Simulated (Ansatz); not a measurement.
## Electronic structure of BrFH2O2Si···H2 in real space

Input

```
crystal:
  periodic: [false, false, false]
  atoms:
    - { symbol: Si, position_ang: [0.0, 0.0, 0.0] }
    - { symbol: H, position_ang: [0.0, 0.0, 1.81] }
    - { symbol: O, position_ang: [1.5842, 0.0, -0.5594] }
    - { symbol: H, position_ang: [1.9006, -0.9521, -0.6761] }
    - { symbol: F, position_ang: [-0.7489, 1.2974, -0.5295] }
    - { symbol: O, position_ang: [-0.7913, -1.3709, -0.5594] }
    - { symbol: H, position_ang: [-1.2459, -1.8365, 0.2129] }
    - { symbol: Br, position_ang: [1.3688, 2.0643, 0.823] }
    - { symbol: H, position_ang: [0.5179, 0.781, 1.9196] }
basis:
  gaussian: { orbitals: def2-SVP }
hamiltonian:
  xc: pbe
relax:
  f_tol: 0.15
  max_steps: 25
  restrain:
    - { distance: [0, 7], at: 2.31, k: 30.0 }
    - { distance: [8, 1], at: 0.66, k: 30.0 }
    - { distance: [0, 1], at: 2.66, k: 30.0 }
    - { distance: [8, 7], at: 2.75, k: 30.0 }
output:
  orbitals: {}
```

Launched as:

```sh
ansatz run input.yaml --threads 4 --pin off --max-ram 5120MiB --backend cpu --events-out ev --progress --plain --runs-dir out
```

The fields are those of the run's last geometry, not of the input's.

Not at a stationary point (largest force 1.8 eV/Å).

The calculation used Ansatz 0.2.0, RKS PBE/def2-SVP.

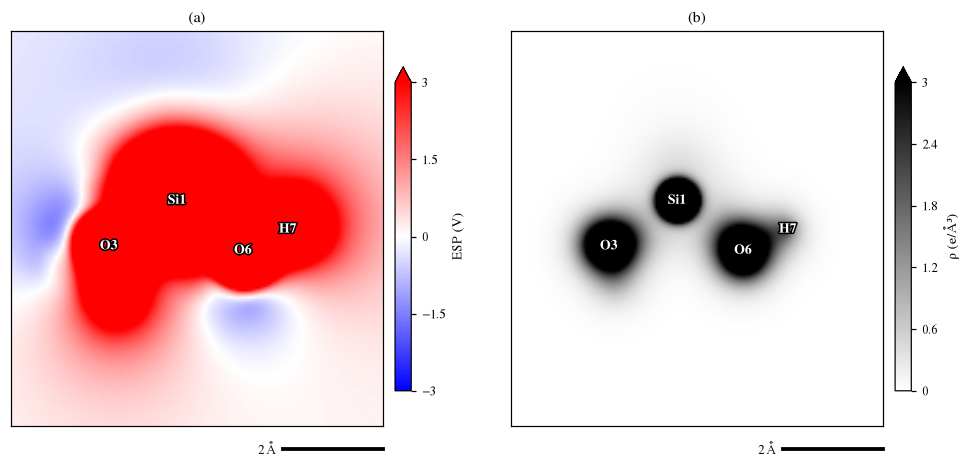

Figure 1. (a) molecular electrostatic potential; (b) total electron density on the plane of atoms O3, Si1 and O6.

What do the fields say about this system?

Answer.
- The section cuts through Si, O and H sites.
- Si–O (1.65 Å): the density is about 1.1 e/Å³ at the midpoint.
- O–H (0.97 Å): ρ at the midpoint is about 3.6 e/Å³.
- Outside the dense part of the complex the potential is most negative (−1.4 V) near O3.

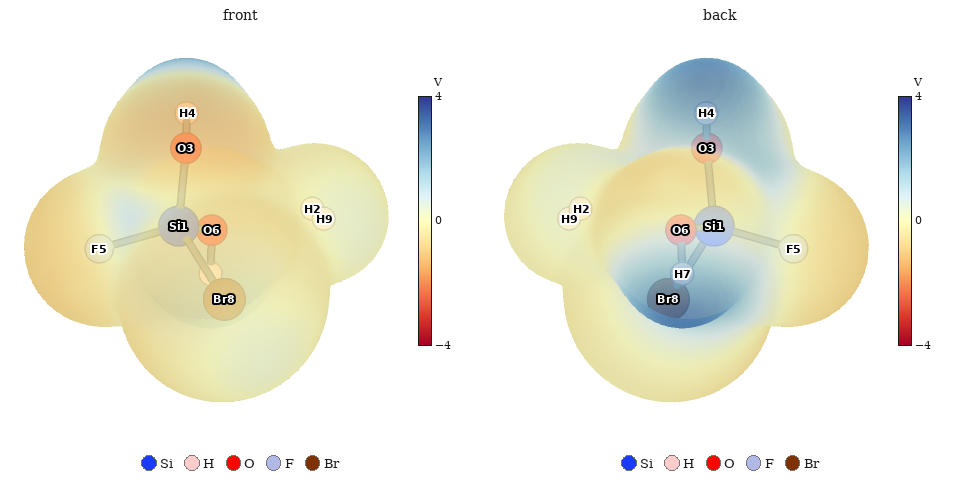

Figure 2. The electrostatic potential painted on the density surface at 0.002 e/bohr³, seen from the front and from behind; the colour scale runs from red (negative) to blue (positive).

Which sites attract a positive test charge, and which a negative one?

Answer. A positive charge is drawn to the negative regions and a negative charge to the positive ones. The most negative region (about −1.2 V) lies over O3, the most positive (about +3.0 V) over H7. Br8 shows a σ-hole: about +0.3 V at the tip opposite its bond, against about −0.3 V on its flanks. O3 is the likeliest acceptor of a hydrogen bond.

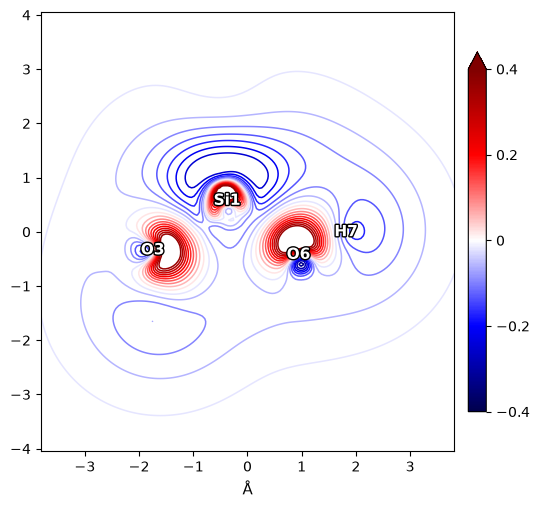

Figure 3. The LUMO on the plane of atoms O3, Si1 and O6 (values in Å⁻³ᐟ²; the overall sign is arbitrary).

What is the character of this orbital?

Answer. Its weight (Hirshfeld) is mainly on Si1 (about 30 %), Br8 (about 25 %), O6 (about 10 %), O3 (about 10 %), H4 (about 10 %) and H7 (about 10 %). Its energy is −0.97 eV.

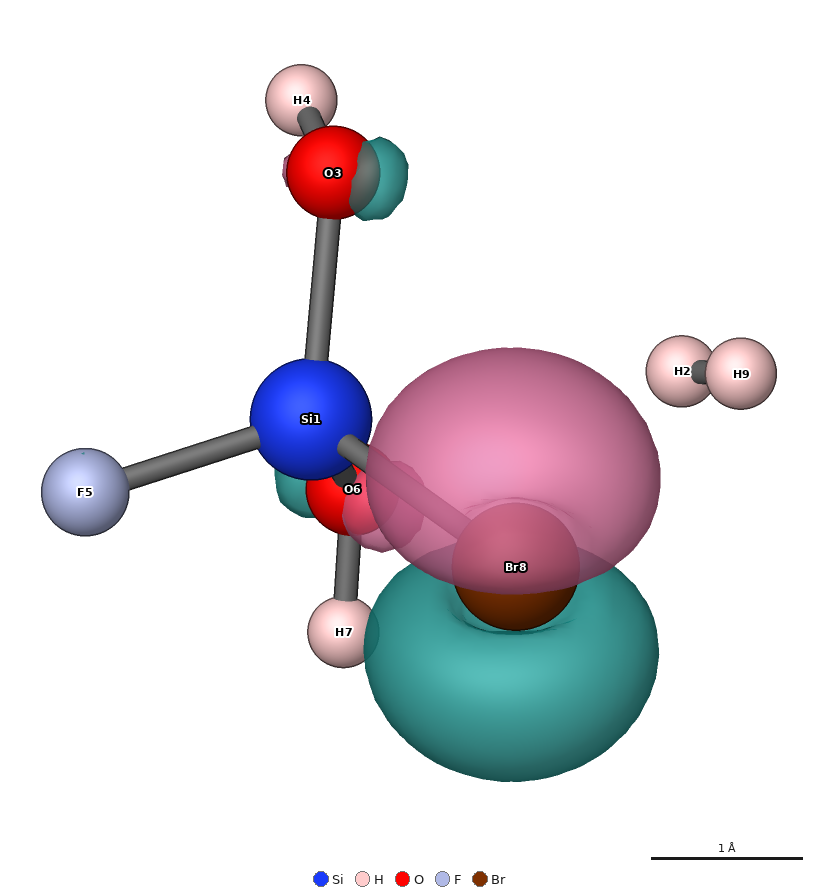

Figure 4. The HOMO−1 at ±0.2 Å⁻³ᐟ² (teal and pink are the two phases), seen across its widest extent.

Describe this orbital and give its energy.

Answer. By Hirshfeld shares it lies mainly on Br8 (about 85 %); largely a lone pair of Br8. Its energy is −7.19 eV.
